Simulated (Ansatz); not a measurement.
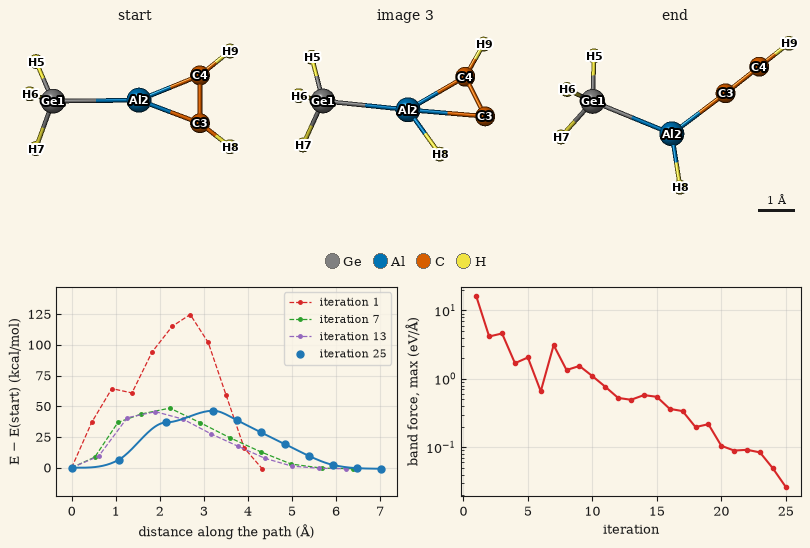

NEB run on C2H5AlGe. Images are numbered from 0 (start) to 10 (end). The plot follows the band through its iterations. Style: ball-and-stick. Shown face on.

Method: RKS PBE0/def2-SVP (Ansatz). Run with 9 movable images; climbing image; force threshold 0.03 eV/Å; iteration limit 60; starting path through a guess of the saddle point.

**Judge this run.**

The result is final at these settings. The band converged in 25 iterations. The largest component of the band force went from 16 to 0.026 eV/Å. The climbing image converged on the top of the path. Its vibrational analysis gives one imaginary mode (790i cm⁻¹), as a transition state must have. The first iteration put the highest image at 124.7 kcal/mol. Forward barrier 46.4 kcal/mol, backward barrier 47.2 kcal/mol, with image 3 at the top; the reaction energy is −0.8 kcal/mol.

The run took 3.5 min on 2 threads of AMD EPYC 9R45 96-Core Processor (Zen 5), with other jobs on the host, peak memory 0.28 GiB.
